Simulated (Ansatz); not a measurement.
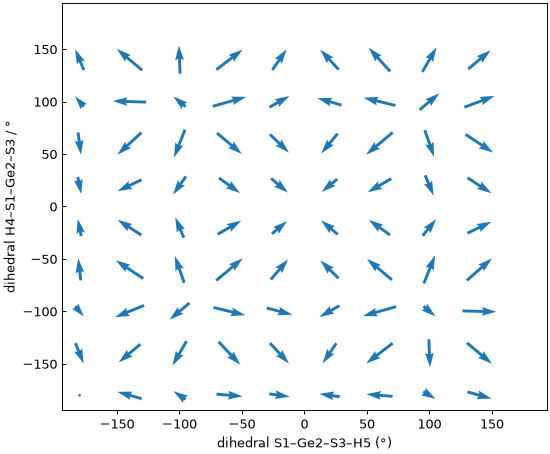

GeH₂S₂, SMILES [SH][Ge][SH]. 
- First axis: dihedral S1–Ge2–S3–H5. Second axis: dihedral H4–S1–Ge2–S3.
- Nothing is relaxed (all other coordinates rigid).
- Grid: 9 × 9 points; 25 points were computed and 56 follow by symmetry.
- All numbers below come from RKS wB97X-V/def2-SVP in Ansatz 0.2.0.

The picture shows arrows along the force (downhill), their lengths compressed.

### The arrows alone are given. Where are the wells?

The arrows converge at about dihedral S1–Ge2–S3–H5 = 180°, dihedral H4–S1–Ge2–S3 = 0°; about dihedral S1–Ge2–S3–H5 = 0°, dihedral H4–S1–Ge2–S3 = −180°; dihedral S1–Ge2–S3–H5 = −180°, dihedral H4–S1–Ge2–S3 = −180° (2.9 kJ/mol up); about dihedral S1–Ge2–S3–H5 = 0°, dihedral H4–S1–Ge2–S3 = 0° (5 kJ/mol up) (read from the interpolated surface).

The energy map of the same scan:

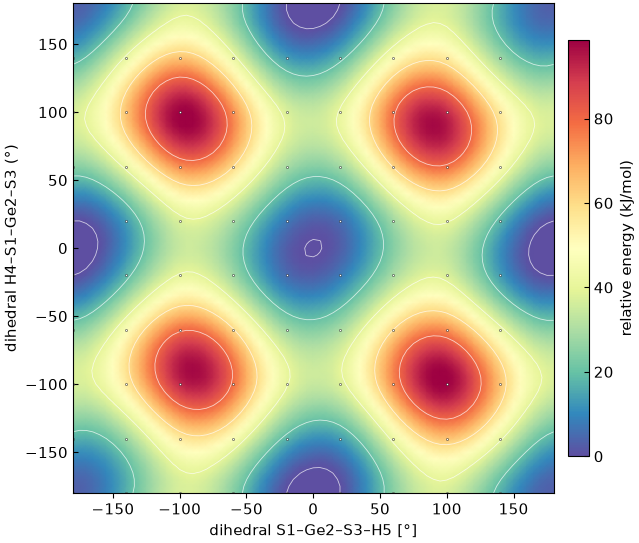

Energies are in kJ/mol, from the lowest grid point; between grid points the surface is interpolated.
